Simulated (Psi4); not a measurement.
# CCSD/def2-SVP (core potential) run of InClF2 (SMILES [F][In]([F])[Cl])

What is the vertical singlet–triplet gap of InClF2 at CCSD/def2-SVP (core potential)? 

Program for the calculation: Psi4 1.11.

3 further runs of the same task are left out: 3 set aside as unsound or not needed.

## (1) The structure to begin with

InClF2 has 4 atoms, charge 0, and is taken as a singlet. SMILES: `[F][In]([F])[Cl]`. Geometry: relaxed at PBE0-D4/def2-TZVP.

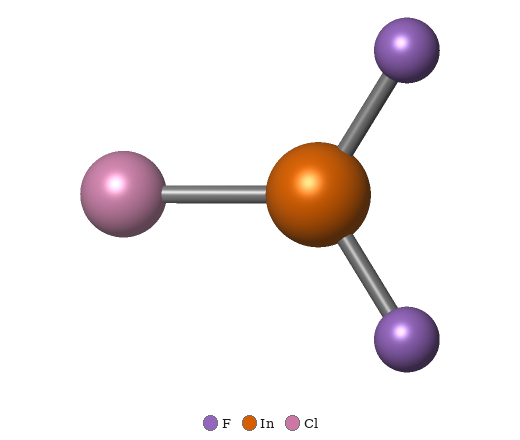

Viewed from a chosen angle; fluorine purple, indium orange, chlorine pink.

## (2) The energy at CCSD/def2-SVP (core potential)

Contents of input.dat:

```
memory 2200 mb

molecule {
  F      0.588200     0.614600     1.749600
  In     0.046700    -0.040500     0.025100
  F      0.831500    -1.720700    -0.482100
  Cl    -1.410900     1.086300    -1.312800
  units angstrom
  symmetry c1
}

set globals {
  basis def2-SVP
  puream true
  e_convergence 1e-09
  d_convergence 1e-08
  scf_type pk
  num_frozen_docc 11
}

E, wfn = energy('ccsd', return_wfn=True)
```

On the command line:

```sh
$ psi4 input.dat output.dat -n 1
```

output.dat:

```text
[...]
    !!!  WARNING: ECP capability is in beta. Please check occupations closely.  !!!
[...]
  Running in c1 symmetry.
[...]
  Nuclear repulsion =  244.158990462678702
[...]
  Multiplicity = 1
[...]
  Nalpha       = 28
  Nbeta        = 28
[...]
    Number of basis functions: 72
[...]
   @RHF iter   1:  -847.22816857776127   -1.95348e+00   8.29194e-03 ADIIS/DIIS
[...]
   @RHF iter  12:  -847.37262930584438   -3.41061e-12   4.78252e-09 DIIS
[...]
    Orbital Energies [Eh]
    ---------------------
    Doubly Occupied:
       1A   -104.814688     2A    -26.241824     3A    -26.241791
       4A    -10.576999     5A     -8.051508     6A     -8.048899
       7A     -8.048753     8A     -5.471042     9A     -3.735095
      10A     -3.728209    11A     -3.726066    12A     -1.494345
      13A     -1.492364    14A     -1.151723    15A     -1.120410
      16A     -1.118788    17A     -1.115220    18A     -1.109043
      19A     -1.063104    20A     -0.657247    21A     -0.612433
      22A     -0.611968    23A     -0.610823    24A     -0.598987
      25A     -0.586745    26A     -0.528073    27A     -0.490862
      28A     -0.487280
[...]
  @RHF Final Energy:  -847.37262930584438
   => Energetics <=
    Nuclear Repulsion Energy =            244.1589904626787018
    One-Electron Energy =               -1735.9946630098545484
    Two-Electron Energy =                 644.4630432413314338
    Total Energy =                       -847.3726293058443844
[...]
 Multipole Moments:
 ------------------------------------------------------------------------------------
     Multipole            Electronic (a.u.)      Nuclear  (a.u.)        Total (a.u.)
 ------------------------------------------------------------------------------------
 L = 1.  Multiply by 2.5417464519 to convert [e a0] to [Debye]
 Dipole X            :          9.4055339           -9.7511753           -0.3456414
 Dipole Y            :         -7.2724434            7.5394122            0.2669689
 Dipole Z            :          8.6337458           -8.9509166           -0.3171708
 Magnitude           :                                                    0.5397571
[...]
      * MP2 total energy                      = -847.960117950433869
[...]
      * CCSD total energy                     = -847.974591717667522
[...]
```

It took 37 s on 1 thread of Intel Xeon at 2.50GHz (Skylake/Cascade Lake), shared host; peak memory 0.33 GiB.

## (3) The triplet, same level

Contents of clf2in.xyz:

```xyz
4
ClF2In
F      0.588200     0.614600     1.749600
In     0.046700    -0.040500     0.025100
F      0.831500    -1.720700    -0.482100
Cl    -1.410900     1.086300    -1.312800
```

Contents of clf2in.py:

```python
import psi4

psi4.set_memory(2200000000)
psi4.set_num_threads(1)
psi4.set_output_file('clf2in.out', False)

with open('clf2in.xyz') as f:
    atoms = ''.join(f.readlines()[2:])
m = psi4.geometry('0 3\n' + atoms + 'symmetry c1\nno_reorient\nno_com')

psi4.set_options({
    'basis': 'def2-SVP',
    'reference': 'uhf',
    'puream': True,
    'e_convergence': 1e-09,
    'd_convergence': 1e-08,
    'scf_type': 'pk',
    'num_frozen_docc': 11,
    'maxiter': 100,
})

e_tot, wfn = psi4.energy('ccsd', molecule=m, return_wfn=True)
print(f'total energy {e_tot:.8f} hartree = {e_tot * 27.211386:.5f} eV')
```

On the command line:

```sh
$ python clf2in.py
```

clf2in.out:

```text
[...]
    !!!  WARNING: ECP capability is in beta. Please check occupations closely.  !!!
[...]
  Running in c1 symmetry.
[...]
  Nuclear repulsion =  244.158990462678702
[...]
  Multiplicity = 3
[...]
  Nalpha       = 29
  Nbeta        = 27
[...]
    Number of basis functions: 72
[...]
   @UHF iter   1:  -846.99814543961133   -1.67701e+00   8.82286e-03 ADIIS/DIIS
[...]
   @UHF iter  32:  -847.17278885266273   -4.66116e-12   8.18736e-09 DIIS
[...]
   @S^2 Observed:                2.012366807E+00
[...]
    Orbital Energies [Eh]
    ---------------------
    Alpha Occupied:
       1A   -104.959789     2A    -26.182576     3A    -26.182546
       4A    -10.725988     5A     -8.216096     6A     -8.195787
       7A     -8.190758     8A     -5.407769     9A     -3.665857
      10A     -3.665222    11A     -3.657580    12A     -1.447676
      13A     -1.445663    14A     -1.281650    15A     -1.058172
      16A     -1.056157    17A     -1.049953    18A     -1.049226
      19A     -1.048019    20A     -0.692808    21A     -0.688962
      22A     -0.619462    23A     -0.607569    24A     -0.577422
      25A     -0.553532    26A     -0.550625    27A     -0.541039
      28A     -0.540468    29A     -0.247477
    Alpha Virtual:
[...]
  @UHF Final Energy:  -847.17278885266273
   => Energetics <=
    Nuclear Repulsion Energy =            244.1589904626787018
    One-Electron Energy =               -1735.9444850755887728
    Two-Electron Energy =                 644.6127057602473087
    Total Energy =                       -847.1727888526627339
  UHF NO Occupations:
  HONO-2 :   27  A 1.9969923
  HONO-1 :   28  A 1.0000000
[...]
 Multipole Moments:
 ------------------------------------------------------------------------------------
     Multipole            Electronic (a.u.)      Nuclear  (a.u.)        Total (a.u.)
 ------------------------------------------------------------------------------------
 L = 1.  Multiply by 2.5417464519 to convert [e a0] to [Debye]
 Dipole X            :         17.5632317          -19.3267960           -1.7635643
 Dipole Y            :        -13.1149960           14.4785147            1.3635186
 Dipole Z            :         18.0020281          -19.6210264           -1.6189983
 Magnitude           :                                                    2.7550858
[...]
      * MP2 total energy                      = -847.741384734883582
[...]
      * CCSD total energy                     = -847.762994167746001
```

On the terminal:

```text
total energy -847.76299417 hartree = -23068.80607 eV
```

Run time: 1.8 min. Hardware: 1 thread of Intel Xeon at 2.50GHz (Skylake/Cascade Lake), shared host; peak memory 0.35 GiB.

## (4) Outcome

At CCSD/def2-SVP (core potential), 11 core orbitals frozen:

| quantity | value |
| --- | --- |
| singlet: total energy | -847.97459 Eh |
| singlet: HOMO energy (Hartree–Fock orbitals) | -13.26 eV |
| singlet: LUMO energy (Hartree–Fock orbitals) | 0.44 eV |
| singlet: HOMO–LUMO gap (Hartree–Fock orbitals) | 13.70 eV |
| singlet: correlation energy (11 core orbitals frozen) | -602.0 mEh |
| singlet: T1 diagnostic | 0.014 |
| triplet: total energy | -847.76299 Eh |
| triplet: HOMO energy (Hartree–Fock orbitals) (highest over α and β) | -6.73 eV |
| triplet: LUMO energy (Hartree–Fock orbitals) (lowest over α and β) | -3.85 eV |
| triplet: correlation energy (11 core orbitals frozen) | -590.2 mEh |
| triplet: ⟨S²⟩ of the reference determinant | 2.012 |
| triplet: T1 diagnostic | 0.028 |
| vertical energy of the triplet above the singlet | 5.758 eV |

At this shape the triplet lies 5.76 eV (133 kcal/mol) above the singlet.
